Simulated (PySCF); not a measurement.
SMILES C=CCCC(C)(C)C (C8H16) at its GFN2-xTB optimised geometry (Å):

```
24

C      2.4590    -2.0372    -0.9514
C      1.7089    -1.5147     0.0000
C      0.2136    -1.5147     0.0000
C     -0.3179    -0.0774     0.0000
C     -1.8501     0.0698     0.0100
C     -2.4696    -0.5682    -1.2355
C     -2.4546    -0.5651     1.2642
C     -2.1750     1.5680     0.0099
H      3.5350    -2.0112    -0.9132
H      2.0261    -2.5230    -1.8111
H      2.1710    -1.0317     0.8521
H     -0.1368    -2.0328     0.8960
H     -0.1485    -2.0526    -0.8763
H      0.0730     0.4304    -0.8857
H      0.0839     0.4395     0.8755
H     -2.0057    -0.1754    -2.1376
H     -2.3474    -1.6482    -1.2254
H     -3.5350    -0.3517    -1.2767
H     -2.3262    -1.6445     1.2591
H     -3.5210    -0.3552     1.3130
H     -1.9868    -0.1643     2.1609
H     -1.7551     2.0526     0.8887
H     -3.2514     1.7253     0.0153
H     -1.7643     2.0495    -0.8750
```

Method: B3LYP/def2-SVP run with PySCF. Cells within 0.4 Å of a nucleus heavier than hydrogen are left out (blank, or x).

Map of the electrostatic potential (hartree/e), clipped to [-0.08, 0.12] on the plane z = 1.5 Å:

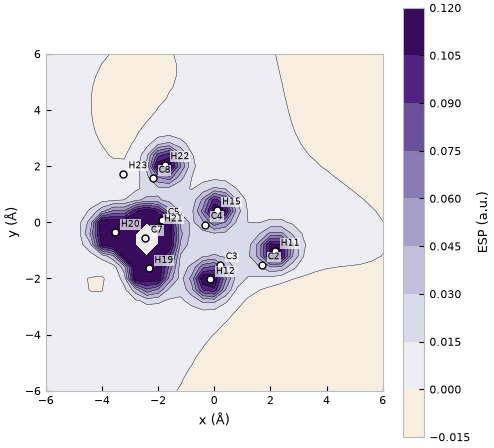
Fig. 1. Electrostatic potential (hartree/e), clipped to [-0.08, 0.12] on the plane z = 1.5 Å.
